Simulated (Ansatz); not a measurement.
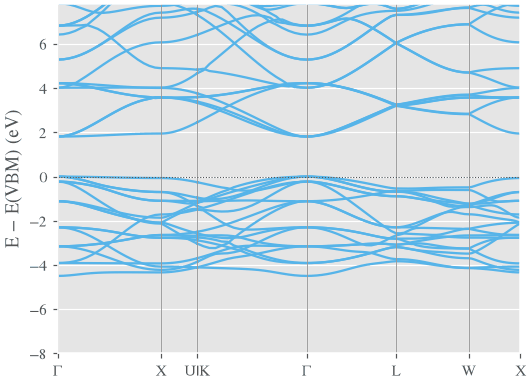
Figure: Band structure from PBE (plane waves, PAW; program Ansatz)

**Question.** Read off the gap and where the band edges lie.

**Answer.** About 1.8 eV (1.81 eV by a search for the band edges); maximum at Γ, minimum at Γ.

**Question.** Which compound is it?
A) BaSrTi2O6, Fm-3m (Sr on 4a, Ti on 8c, O on 24d, Ba on 4b)
B) Ca6Sb2PN, Fm-3m (Ca on 24e, Sb on 8c, P on 4a, N on 4b)
C) BaS, rock salt
D) CaO, rock salt

**Answer.** A, BaSrTi2O6, Fm-3m (Sr on 4a, Ti on 8c, O on 24d, Ba on 4b)

The start of the workflow was typed in or built on a structure type; neither database checked (COD, Materials Project) lists it. Its standing as an ambient phase is unchecked. The cell was relaxed with PBE under the symmetry of its start; its stability against distortions is not shown here. The workflow began spin-polarised and lost its moments. Spin–orbit coupling is left out wherever it is not named.

Potentials: the later of the program's two PAW sets.
